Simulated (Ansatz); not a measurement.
**A hypothetical structure for Zn3Mo**

Starting from a made-up structure for Zn3Mo, the aim is the relaxed cell, its shortest contacts and, where a second run follows, its electronic structure.

Method: DFT, r2SCAN, plane-wave PAW, files of the set soft_1, scalar-relativistic, no spin, cell and ions relaxed at zero pressure; PAW set soft_1, in the first sound run; inputs show where later runs differ, in Ansatz 0.2.0.

**1. The starting structure**

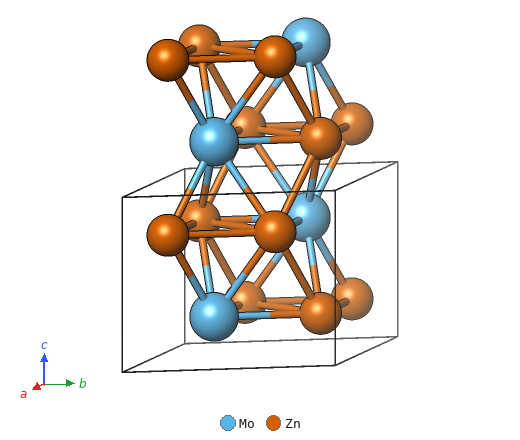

Start, viewed slightly off an axis; molybdenum blue, zinc orange. 1×1×2 cells are drawn.

**2. Relaxation of the guess**

The guess takes its coordinates from another compound and its volume from a rule, so the cell and any free coordinates are relaxed together.

Input file input.yaml:

```yaml
crystal:
  lattice:
    - [5.471, 0.0, 0.0]
    - [-2.7355, 4.738024984, 0.0]
    - [0.0, 0.0, 4.417]
  atoms:
    - { symbol: Mo, position: [0.666666667, 0.333333333, 0.25] }
    - { symbol: Mo, position: [0.333333333, 0.666666667, 0.75] }
    - { symbol: Zn, position: [0.33139999, 0.165699995, 0.75] }
    - { symbol: Zn, position: [0.834300005, 0.165699995, 0.75] }
    - { symbol: Zn, position: [0.834300005, 0.66860001, 0.75] }
    - { symbol: Zn, position: [0.66860001, 0.834300005, 0.25] }
    - { symbol: Zn, position: [0.165699995, 0.834300005, 0.25] }
    - { symbol: Zn, position: [0.165699995, 0.33139999, 0.25] }
kpoints:
  mp_grid: { grid: [6, 6, 6] }
scf:
  occupations: { method: fermi_dirac, width: 0.05 }
hamiltonian:
  xc: r2scan
  pseudopotentials: { kind: paw, azcp: { folder: soft_1 } }
relax:
  f_tol: 0.015
  max_steps: 70
  cell: {}
output:
  forces: true
  stress: true
```

On the command line:

```
$ ansatz run input.yaml --threads 4 --pin off --max-ram 10240MiB --backend cpu --events-out ev --progress --plain --runs-dir out
```

Numbers of over 12 decimals in the logs are rounded to 6 here.

Log:

```text
Engine: ansatz 0.2.0, aarch64-unknown-linux-gnu
Pseudopotentials: kind: paw
Pseudopotential: Mo, paw, valence charge 14, recommended cutoff 500 eV (meta_gga), soft_1/Mo.paw.azcp
Pseudopotential: Zn, paw, valence charge 12, recommended cutoff 500 eV (meta_gga), soft_1/Zn.paw.azcp
Functional definition: r2SCAN
  parameter k0 = 0.174
  parameter k1 = 0.065
  parameter a1 = 4.9479
  exchange = r2scan_x(k0 = k0, k1 = k1, a1 = a1)
  correlation = r2scan_c
Crystal: 8 atoms, lattice volume = 114.496 Å³
Basis set: ecut = 500 eV, 2873 PW (Γ), exchange–correlation on 160×160×144 points (64 copies of the dense FFT grid, shifted against one another)
Bands: 60, of which v1, the nominal top of the filled ones, is band 50 counted from 1 (49 counted from 0)
Symmetry: 24 space group operations
Space group: P63/mmc (ITA 194), of the structure as read, at distance tolerance 4.9e-5 Å
k-points: 28 of 216
Non-local potential: Mo, projectors of the file, l = 0: 3, l = 1: 2, l = 2: 2, l = 3: 1
Non-local potential: Zn, projectors of the file, l = 0: 2, l = 1: 2, l = 2: 3, l = 3: 1
PAW form: soft (Blöchl's): semilocal exchange-correlation on the pseudo side does not see the compensation charge
PAW frozen core: Mo, regenerated for the run's functional (the file was generated under x = pbe(κ = 0.804, μ = 0.219515), c = pbe(β = 0.066725))
PAW frozen core: Zn, regenerated for the run's functional (the file was generated under x = pbe(κ = 0.804, μ = 0.219515), c = pbe(β = 0.066725))
PAW one-centre angular grid: Mo, 590 points (default); XC on 160 Gauss nodes
PAW one-centre angular grid: Zn, 590 points (default); XC on 160 Gauss nodes
Initial density: superposition of atomic densities (chi_scale 0.1, normalization cell, long waves kept (reshape's long-wave potential 0.00 eV rms))
Initial wavefunctions: pseudopotential atomic-orbital guess
Functional: x = r2scan, c = r2scan; τ floored in thin density (d = 2e-4 eV/Å³)
SCF iter   1: F=—  HF=-29891.713236 eV  |F-HF|=—  |Δ(HF+E_count)|=         —  Δρ=9.71e-2  dr2=1.91e1  dr2_τ=7.61e-1  ethr=3.10e-3  ⟨swp⟩=7.4  Hψ=7256  notcnv=0  defer=7
preconditioner: auto → Kerker (q_TF=auto, 2.667 Å⁻¹)  [metal: Δε(μ)=0.029 eV  Ē_g=10.095 eV  σ=0.050 eV  W_gap=0.14  n_scr=32 (ndim 8)  ℏωp=31.8 eV  f_vac=0.000  D(μ)=3.87/eV (n_scr^D=26)]
SCF iter   2: F=—  HF=-29888.396103 eV  |F-HF|=—  |Δ(HF+E_count)|=    3.32e0  Δρ=2.88e-2  dr2=9.56e-1  dr2_τ=4.28e-1  ethr=3.10e-3  ⟨swp⟩=3.0  Hψ=3734  notcnv=0  defer=61
SCF iter   3: F=—  HF=-29888.563327 eV  |F-HF|=—  |Δ(HF+E_count)|=   1.67e-1  Δρ=1.47e-2  dr2=1.54e-1  dr2_τ=5.74e-3  ethr=9.56e-4  ⟨swp⟩=3.1  Hψ=3540  notcnv=0  defer=66
SCF iter   4: F=—  HF=-29888.661321 eV  |F-HF|=—  |Δ(HF+E_count)|=   9.80e-2  Δρ=9.51e-3  dr2=9.14e-2  dr2_τ=9.59e-4  ethr=1.54e-4  ⟨swp⟩=2.2  Hψ=3021  notcnv=0  defer=64
SCF iter   5: F=—  HF=-29888.637027 eV  |F-HF|=—  |Δ(HF+E_count)|=   2.43e-2  Δρ=2.29e-3  dr2=6.55e-3  dr2_τ=1.12e-4  ethr=9.14e-5  ⟨swp⟩=2.0  Hψ=3294  notcnv=0  defer=64
SCF iter   6: F=—  HF=-29888.639021 eV  |F-HF|=—  |Δ(HF+E_count)|=   1.99e-3  Δρ=8.96e-4  dr2=9.77e-4  dr2_τ=2.28e-5  ethr=6.55e-6  ⟨swp⟩=2.0  Hψ=2862  notcnv=0  defer=64
SCF iter   7: F=—  HF=-29888.639336 eV  |F-HF|=—  |Δ(HF+E_count)|=   3.16e-4  Δρ=3.44e-4  dr2=2.99e-4  dr2_τ=1.99e-6  ethr=9.77e-7  ⟨swp⟩=2.2  Hψ=2674  notcnv=0  defer=64
SCF iter   8: F=—  HF=-29888.639343 eV  |F-HF|=—  |Δ(HF+E_count)|=   6.60e-6  Δρ=1.93e-4  dr2=9.11e-5  dr2_τ=8.47e-7  ethr=2.99e-7  ⟨swp⟩=2.0  Hψ=2701  notcnv=0  defer=64
SCF iter   9: F=—  HF=-29888.639354 eV  |F-HF|=—  |Δ(HF+E_count)|=   1.11e-5  Δρ=4.56e-5  dr2=2.62e-6  dr2_τ=6.84e-8  ethr=9.11e-8  ⟨swp⟩=2.0  Hψ=2783  notcnv=0  defer=64
SCF iter  10: F=—  HF=-29888.639356 eV  |F-HF|=—  |Δ(HF+E_count)|=   2.18e-6  Δρ=1.41e-5  dr2=1.72e-7  dr2_τ=6.75e-9  ethr=2.62e-9  ⟨swp⟩=2.0  Hψ=2797  notcnv=0  defer=64
SCF iter  11: F=-29888.639356 eV  HF=-29888.639356 eV  |F-HF|=7.76e-9  |Δ(HF+E_count)|=   2.20e-7  Δρ=4.48e-6  dr2=2.37e-8  dr2_τ=1.35e-9  ethr=1.00e-10  ⟨swp⟩=4.5  Hψ=5863  notcnv=0
SCF 1 converged in 11 iterations: F = -29888.639356 eV  dr2 = 2.37e-8
  greatest PAW one-centre occupation: 0.999 electrons in one spin orbital (limit 2), on the Mo atom at site 1 (counted from 0), in its partial waves of l = 0
relax step   1: F+E_penalty+E_count = -29888.63935642 eV  Δ(F+E_penalty+E_count) = +0.000e0 eV  max|allowed force component| = 1.528e-1 eV/Å  Δτ_max = 0.0000 Å  P = -2.268 GPa  Ω = 114.496 Å³  (11 SCF iters, dr2 threshold 1.00e-7 eV, accepted)
Crystal: 8 atoms, lattice volume = 112.061 Å³
Basis set: ecut = 500 eV, 2849 PW (Γ), exchange–correlation on 160×160×144 points (64 copies of the dense FFT grid, shifted against one another)
Initial density: handed on by an earlier stage of this run
Initial wavefunctions: those handed on with the density
iter 1 solved again at ethr=1.16e-5 eV; its pass at ethr=3.10e-3 eV (dr2=1.16e-2 eV) is discarded
SCF iter   1: F=—  HF=-29888.623465 eV  |F-HF|=—  |Δ(HF+E_count)|=         —  Δρ=3.57e-3  dr2=1.28e-2  dr2_τ=6.69e-2  ethr=1.16e-5  ⟨swp⟩=2.3  Hψ=8781  notcnv=0
preconditioner: auto → Resta (q_TF=auto, 2.677 Å⁻¹)  ε∞=12.4  [insulator: Δε(μ)=0.278 eV  Ē_g=9.506 eV  σ=0.050 eV  W_gap=0.56  n_scr=26 (ndim 8)  ℏωp=32.1 eV  f_vac=0.000  D(μ)=1.17/eV (n_scr^D=6)  ε∞_Penn≈12.4]
SCF iter   2: F=—  HF=-29888.725031 eV  |F-HF|=—  |Δ(HF+E_count)|=   1.02e-1  Δρ=1.80e-3  dr2=2.39e-3  dr2_τ=3.66e-4  ethr=1.16e-5  ⟨swp⟩=2.0  Hψ=3360  notcnv=0
SCF iter   3: F=—  HF=-29888.725762 eV  |F-HF|=—  |Δ(HF+E_count)|=   7.31e-4  Δρ=1.08e-3  dr2=8.74e-4  dr2_τ=1.97e-5  ethr=2.39e-6  ⟨swp⟩=2.5  Hψ=3040  notcnv=0
SCF iter   4: F=—  HF=-29888.726236 eV  |F-HF|=—  |Δ(HF+E_count)|=   4.74e-4  Δρ=4.41e-4  dr2=1.60e-4  dr2_τ=5.51e-6  ethr=8.74e-7  ⟨swp⟩=2.0  Hψ=2859  notcnv=0
SCF iter   5: F=—  HF=-29888.726224 eV  |F-HF|=—  |Δ(HF+E_count)|=   1.23e-5  Δρ=1.95e-4  dr2=3.62e-5  dr2_τ=3.43e-6  ethr=1.60e-7  ⟨swp⟩=2.0  Hψ=2850  notcnv=0
SCF iter   6: F=—  HF=-29888.726216 eV  |F-HF|=—  |Δ(HF+E_count)|=   7.74e-6  Δρ=6.96e-5  dr2=3.94e-6  dr2_τ=1.56e-7  ethr=3.62e-8  ⟨swp⟩=2.0  Hψ=2855  notcnv=0
SCF iter   7: F=—  HF=-29888.726220 eV  |F-HF|=—  |Δ(HF+E_count)|=   4.07e-6  Δρ=3.04e-5  dr2=9.02e-7  dr2_τ=1.64e-8  ethr=8.00e-10  ⟨swp⟩=5.0  Hψ=6851  notcnv=0
SCF iter   8: F=-29888.726221 eV  HF=-29888.726221 eV  |F-HF|=1.52e-8  |Δ(HF+E_count)|=   5.96e-7  Δρ=7.37e-6  dr2=5.58e-8  dr2_τ=2.33e-9  ethr=8.00e-10  ⟨swp⟩=4.1  Hψ=5781  notcnv=0
SCF 2 converged in 8 iterations: F = -29888.726221 eV  dr2 = 5.58e-8
relax step   2: F+E_penalty+E_count = -29888.72622060 eV  Δ(F+E_penalty+E_count) = -8.686e-2 eV  max|allowed force component| = 1.499e-2 eV/Å  Δτ_max = 0.0120 Å  P = +1.253 GPa  Ω = 112.061 Å³  energy of the carried Pulay correction = +1.026e-3 eV  (8 SCF iters, dr2 threshold 8.00e-7 eV, accepted)
Crystal: 8 atoms, lattice volume = 113.293 Å³
Basis set: ecut = 500 eV, 2861 PW (Γ), exchange–correlation on 160×160×144 points (64 copies of the dense FFT grid, shifted against one another)
iter 1 solved again at ethr=2.92e-6 eV; its pass at ethr=3.10e-3 eV (dr2=2.92e-3 eV) is discarded
SCF iter   1: F=—  HF=-29888.713132 eV  |F-HF|=—  |Δ(HF+E_count)|=         —  Δρ=1.67e-3  dr2=2.65e-3  dr2_τ=1.17e-2  ethr=2.92e-6  ⟨swp⟩=2.4  Hψ=8824  notcnv=0
preconditioner: auto → Kerker (q_TF=auto, 2.672 Å⁻¹)  [metal: Δε(μ)=0.072 eV  Ē_g=9.456 eV  σ=0.050 eV  W_gap=0.33  n_scr=26 (ndim 8)  ℏωp=32.0 eV  f_vac=0.000  D(μ)=1.02/eV (n_scr^D=0)]
SCF iter   2: F=—  HF=-29888.733889 eV  |F-HF|=—  |Δ(HF+E_count)|=   2.08e-2  Δρ=7.11e-4  dr2=5.57e-4  dr2_τ=7.64e-5  ethr=2.65e-6  ⟨swp⟩=2.0  Hψ=3352  notcnv=0
SCF iter   3: F=—  HF=-29888.733926 eV  |F-HF|=—  |Δ(HF+E_count)|=   3.71e-5  Δρ=4.24e-4  dr2=2.08e-4  dr2_τ=4.24e-6  ethr=5.57e-7  ⟨swp⟩=2.6  Hψ=2835  notcnv=0
SCF iter   4: F=—  HF=-29888.733987 eV  |F-HF|=—  |Δ(HF+E_count)|=   6.03e-5  Δρ=2.50e-4  dr2=6.82e-5  dr2_τ=2.41e-6  ethr=2.08e-7  ⟨swp⟩=2.0  Hψ=2859  notcnv=0
SCF iter   5: F=—  HF=-29888.733984 eV  |F-HF|=—  |Δ(HF+E_count)|=   3.21e-6  Δρ=7.46e-5  dr2=9.02e-6  dr2_τ=8.36e-7  ethr=6.82e-8  ⟨swp⟩=2.0  Hψ=2838  notcnv=0
SCF iter   6: F=-29888.733983 eV  HF=-29888.733983 eV  |F-HF|=4.38e-7  |Δ(HF+E_count)|=   1.01e-6  Δρ=2.66e-5  dr2=6.02e-7  dr2_τ=2.00e-8  ethr=8.00e-10  ⟨swp⟩=3.1  Hψ=7461  notcnv=0
SCF 3 converged in 6 iterations: F = -29888.733983 eV  dr2 = 6.02e-7
relax step   3: F+E_penalty+E_count = -29888.73398298 eV  Δ(F+E_penalty+E_count) = -7.762e-3 eV  max|allowed force component| = 3.887e-3 eV/Å  Δτ_max = 0.0038 Å  P = -0.194 GPa  Ω = 113.293 Å³  energy of the carried Pulay correction = +5.041e-4 eV  (6 SCF iters, dr2 threshold 8.00e-7 eV, accepted)
Crystal: 8 atoms, lattice volume = 113.126 Å³
iter 1 solved again at ethr=4.36e-8 eV; its pass at ethr=3.10e-3 eV (dr2=4.36e-5 eV) is discarded
SCF iter   1: F=—  HF=-29888.733877 eV  |F-HF|=—  |Δ(HF+E_count)|=         —  Δρ=2.31e-4  dr2=4.76e-5  dr2_τ=2.46e-4  ethr=4.36e-8  ⟨swp⟩=3.0  Hψ=8182  notcnv=0
preconditioner: auto → Resta (q_TF=auto, 2.673 Å⁻¹)  ε∞=12.4  [insulator: Δε(μ)=0.315 eV  Ē_g=9.456 eV  σ=0.050 eV  W_gap=0.51  n_scr=26 (ndim 8)  ℏωp=32.0 eV  f_vac=0.000  D(μ)=1.08/eV (n_scr^D=0)  ε∞_Penn≈12.4]
SCF iter   2: F=—  HF=-29888.734307 eV  |F-HF|=—  |Δ(HF+E_count)|=   4.30e-4  Δρ=1.08e-4  dr2=1.01e-5  dr2_τ=1.46e-6  ethr=4.36e-8  ⟨swp⟩=2.0  Hψ=3088  notcnv=0
SCF iter   3: F=—  HF=-29888.734309 eV  |F-HF|=—  |Δ(HF+E_count)|=   1.43e-6  Δρ=6.18e-5  dr2=2.90e-6  dr2_τ=1.03e-7  ethr=1.01e-8  ⟨swp⟩=2.3  Hψ=2786  notcnv=0
SCF iter   4: F=—  HF=-29888.734310 eV  |F-HF|=—  |Δ(HF+E_count)|=   1.88e-6  Δρ=2.73e-5  dr2=6.97e-7  dr2_τ=2.08e-8  ethr=2.90e-9  ⟨swp⟩=2.0  Hψ=2859  notcnv=0
SCF iter   5: F=-29888.734310 eV  HF=-29888.734311 eV  |F-HF|=2.97e-7  |Δ(HF+E_count)|=   1.06e-7  Δρ=1.50e-5  dr2=2.19e-7  dr2_τ=2.33e-8  ethr=3.88e-10  ⟨swp⟩=5.0  Hψ=7044  notcnv=0
SCF 4 converged in 5 iterations: F = -29888.734310 eV  dr2 = 2.19e-7
relax step   4: F+E_penalty+E_count = -29888.73431027 eV  Δ(F+E_penalty+E_count) = -3.273e-4 eV  max|allowed force component| = 3.041e-4 eV/Å  Δτ_max = 0.0006 Å  P = -0.011 GPa  Ω = 113.126 Å³  energy of the carried Pulay correction = +5.745e-4 eV  (5 SCF iters, dr2 threshold 3.88e-7 eV, accepted)
Initial wavefunctions: pseudopotential atomic-orbital guess (no wavefunctions were taken with the density)
iter 1 solved again at ethr=5.30e-8 eV; its pass at ethr=3.10e-3 eV (dr2=5.30e-5 eV) is discarded
SCF iter   1: F=—  HF=-29888.733951 eV  |F-HF|=—  |Δ(HF+E_count)|=         —  Δρ=1.06e-4  dr2=1.18e-6  dr2_τ=3.33e-6  ethr=5.30e-8  ⟨swp⟩=3.9  Hψ=12288  notcnv=0
preconditioner: auto → Resta (q_TF=auto, 2.673 Å⁻¹)  ε∞=12.4  [insulator: Δε(μ)=0.315 eV  Ē_g=9.458 eV  σ=0.050 eV  W_gap=0.50  n_scr=26 (ndim 8)  ℏωp=32.0 eV  f_vac=0.000  D(μ)=1.08/eV (n_scr^D=0)  ε∞_Penn≈12.4]
SCF iter   2: F=—  HF=-29888.733976 eV  |F-HF|=—  |Δ(HF+E_count)|=   2.51e-5  Δρ=5.38e-5  dr2=2.77e-7  dr2_τ=4.05e-7  ethr=1.18e-9  ⟨swp⟩=2.0  Hψ=2858  notcnv=0
SCF iter   3: F=—  HF=-29888.733985 eV  |F-HF|=—  |Δ(HF+E_count)|=   9.04e-6  Δρ=1.21e-5  dr2=8.64e-8  dr2_τ=3.73e-9  ethr=2.77e-10  ⟨swp⟩=2.0  Hψ=2918  notcnv=0
SCF iter   4: F=—  HF=-29888.733985 eV  |F-HF|=—  |Δ(HF+E_count)|=   1.05e-8  Δρ=2.27e-6  dr2=3.09e-9  dr2_τ=5.13e-10  ethr=8.64e-11  ⟨swp⟩=2.0  Hψ=2818  notcnv=0
SCF iter   5: F=—  HF=-29888.733985 eV  |F-HF|=—  |Δ(HF+E_count)|=   1.11e-8  Δρ=9.88e-7  dr2=7.21e-10  dr2_τ=5.34e-11  ethr=3.09e-12  ⟨swp⟩=2.0  Hψ=3030  notcnv=0
SCF iter   6: F=—  HF=-29888.733985 eV  |F-HF|=—  |Δ(HF+E_count)|=  4.26e-10  Δρ=4.01e-7  dr2=3.14e-10  dr2_τ=4.17e-11  ethr=1.00e-12  ⟨swp⟩=2.0  Hψ=2855  notcnv=0
SCF iter   7: F=-29888.733985 eV  HF=-29888.733985 eV  |F-HF|=3.64e-11  |Δ(HF+E_count)|=  7.28e-12  Δρ=1.21e-7  dr2=1.10e-11  dr2_τ=1.59e-12  ethr=1.00e-12  ⟨swp⟩=3.6  Hψ=6380  notcnv=0
SCF 5 converged in 7 iterations: F = -29888.733985 eV  dr2 = 1.10e-11
relax step   5: F+E_penalty+E_count = -29888.73398542 eV  Δ(F+E_penalty+E_count) = +3.249e-4 eV  max|allowed force component| = 2.448e-4 eV/Å  Δτ_max = 0.0000 Å  P = -0.013 GPa  Ω = 113.126 Å³  stress off target by 1.83e-2 GPa  SCF on the basis re-selected at this cell (its energy is not comparable with the rows above)  (7 SCF iters)
basis re-selected at this cell: Δ(F+E_penalty+E_count) = +3.249e-4 eV, ΔP = -0.001 GPa vs the last step (what re-selecting the basis moved, of the pressure what is left beyond the Pulay correction that the steps carried, after the strain that the cell walked since its last selection, with what the two solves' SCF thresholds leave and, on support functions, any second-order correction that the steps lacked; it is no m [...]
SCF converged after 7 iterations
Free energy (F): -29888.733985 eV
Harris-Foulkes:  -29888.733985 eV  (|F-HF|=3.64e-11)
Internal energy: -29888.724413 eV  (E = F + TS)
E sigma→0 (E₀):  -29888.729199 eV
Entropy (-TS):   -0.009572 eV (-1.197 meV/atom)
Fermi energy:    14.362055 eV
--- Per-component energies (eV) ---
  E_band       = 230.989306
  E_kinetic    = 1727.017114
  E_local      = -11687.867499  (includes V_loc(G=0)·N_el)
  E_nonlocal   = 5231.563626
  E_hartree    = 4314.927577
  E_xc         = -763.611799
  E_vxc        = -804.925927  (∫ρ·V_xc dr)
  E_paw        = -17938.162661  (= ΣΔE_a)
  E_vpaw       = -2914.638476  (= ΣTr[D̂ρ^β])
  E_aug_tail   = 0.000463  (compensation charges beyond the density's cutoff)
  E_vtau       = 49.984826  (kinetic-family band-sum trace: ∫τ·v_τ [+ j·A + Jᵃ·Aᵃ] dr)
  E_ewald      = -10771.053130
  E_core_change = -1.538103  (= ΣΔE_core)
  E_smearing   = -0.009572  (= −TS)
  E_closure    = -0.000000  (closes the sum)
  Σ components = -29888.733985   (vs F -29888.733985, Δ=0.00e0)
--- Forces (eV/Å), atoms counted from 1 ---
  atom   1  Mo     0.00000000    -0.00000000     0.00000000
  atom   2  Mo    -0.00000000     0.00000000    -0.00000000
  atom   3  Zn     0.00021200     0.00012240     0.00000000
  atom   4  Zn    -0.00021200     0.00012240     0.00000000
  atom   5  Zn     0.00000000    -0.00024480     0.00000000
  atom   6  Zn    -0.00021200    -0.00012240    -0.00000000
  atom   7  Zn     0.00021200    -0.00012240    -0.00000000
  atom   8  Zn    -0.00000000     0.00024480    -0.00000000
  max |Σ_I F_I| component: 4.62e-18 eV/Å
--- Stress (GPa, compression-positive) ---
       -0.018340       0.000000       0.000000
        0.000000      -0.018340       0.000000
        0.000000       0.000000      -0.001773
  P = ⅓ Tr σ = -0.0128 GPa (-0.128 kbar)
--- Relaxed structure (4 steps of the walk, 4 accepted, 1 SCFs on fresh bases) ---
  F+E_penalty+E_count = -29888.73398542 eV   max|allowed force component| = 2.448e-4 eV/Å   (the final SCF, on the basis selected at the relaxed cell)
  cell:  # Å, volume = 113.1260 Å³
    - [5.367524, 0.0, 0]
    - [-2.683762, 4.648412, 0]
    - [0, 0, 4.534026]
  atoms:
    - { symbol: Mo, position: [0.666667, 0.333333, 0.250000] }
    - { symbol: Mo, position: [0.333333, 0.666667, 0.750000] }
    - { symbol: Zn, position: [0.334615, 0.167308, 0.750000] }
    - { symbol: Zn, position: [0.832692, 0.167308, 0.750000] }
    - { symbol: Zn, position: [0.832692, 0.665385, 0.750000] }
    - { symbol: Zn, position: [0.665385, 0.832692, 0.250000] }
    - { symbol: Zn, position: [0.167308, 0.832692, 0.250000] }
    - { symbol: Zn, position: [0.167308, 0.334615, 0.250000] }
```

The job ended after 37 s (4 threads of Arm Neoverse V1, shared host; peak memory 0.86 GiB; 2.4 min of CPU time).

Relaxation path:

```
step  energy less that of the first step (eV)  largest force component (eV/Å)  pressure (GPa)  volume (Å³)
   1                                   0.0000                          0.1528           -2.27       114.50
   2                                  -0.0869                          0.0150            1.25       112.06
   3                                  -0.0946                          0.0039           -0.19       113.29
   4                                  -0.0950                          0.0003           -0.01       113.13
  5*                                  -0.0946                          0.0002           -0.01       113.13
```

Relaxation steps marked * repeat the geometry before them on a plane-wave basis chosen anew for their cell, so energy and pressure can jump there.

The run keeps the 24 symmetry operations that it works with, so distortions that break them were not tested.

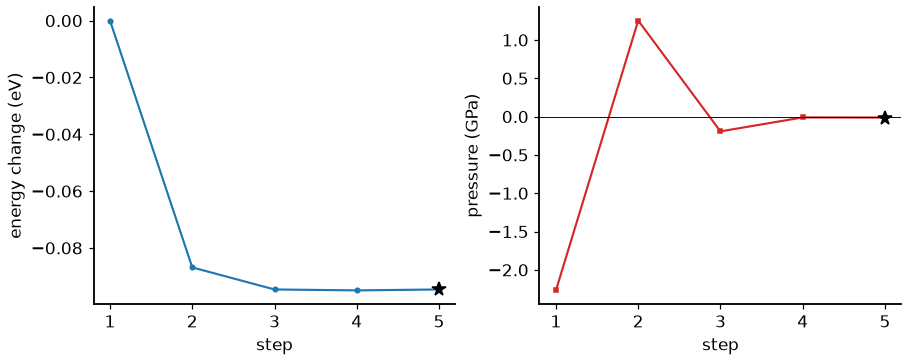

Energy and pressure along the relaxation. Stars mark steps on a basis chosen anew.

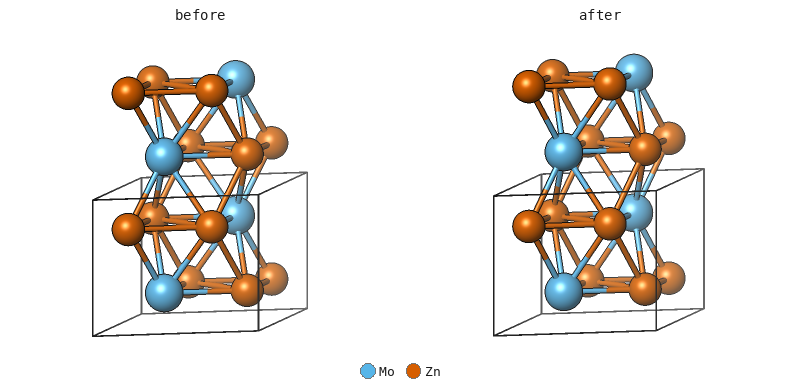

Before and after, at one scale.

```csv
"conventional cell, symmetrised",before,after,change
a (Å),5.471,5.368,-1.9 %
b (Å),5.471,5.368,-1.9 %
c (Å),4.417,4.534,+2.6 %
volume (Å³/atom),14.31,14.14,-1.2 %
```

The atoms that moved most (Å, as changes of fractional coordinates times the final cell):

```csv
atom,dx,dy,dz,length
Zn4,-0.013,0.007,0.000,0.015
Zn8,0.000,0.015,0.000,0.015
Zn6,-0.013,-0.007,0.000,0.015
Zn3,0.013,0.007,0.000,0.015
Zn7,0.013,-0.007,0.000,0.015
Zn5,0.000,-0.015,0.000,0.015
```

Final coordinates:

```cif
data_structure
_symmetry_space_group_name_H-M 'P 1'
_symmetry_Int_Tables_number 1
_cell_length_a 5.3675
_cell_length_b 5.3675
_cell_length_c 4.5340
_cell_angle_alpha 90.000
_cell_angle_beta 90.000
_cell_angle_gamma 120.000
_cell_volume 113.13
loop_
_atom_site_label
_atom_site_type_symbol
_atom_site_fract_x
_atom_site_fract_y
_atom_site_fract_z
_atom_site_occupancy
Mo1 Mo 0.66667 0.33333 0.25000 1
Mo2 Mo 0.33333 0.66667 0.75000 1
Zn3 Zn 0.33462 0.16731 0.75000 1
Zn4 Zn 0.83269 0.16731 0.75000 1
Zn5 Zn 0.83269 0.66538 0.75000 1
Zn6 Zn 0.66538 0.83269 0.25000 1
Zn7 Zn 0.16731 0.83269 0.25000 1
Zn8 Zn 0.16731 0.33462 0.25000 1
```

This step gave:

```yaml
free_energy: -29888.7340 eV
energy_at_zero_smearing: -29888.7292 eV
smearing_term_ts: 0.009572 eV
fermi_energy: 14.36 eV
electrons: 100
symmetry_operations: 24
pressure: -0.01282 GPa
```

Shortest distances by pair of elements, guess and relaxed (not always the same contact):

```csv
pair,guess (Å),relaxed (Å)
Zn–Zn,2.710,2.673
Mo–Zn,2.720,2.684
Mo–Mo,3.854,3.840
```

The relaxation ends with a largest force component of 2.4e-4 eV/Å and a pressure of -0.01 GPa.

(Continued in part 2 of 2.)

[Logs are printed without paths, hosts, clocks, repeated set-up lines and the standing remarks that a program may print on its own settings, such as how far it seeks lower states.]

[Hosts, paths, dates, database ids (printed as entryN), source tags and the programs' standing remarks are cut or masked in the printed files.]
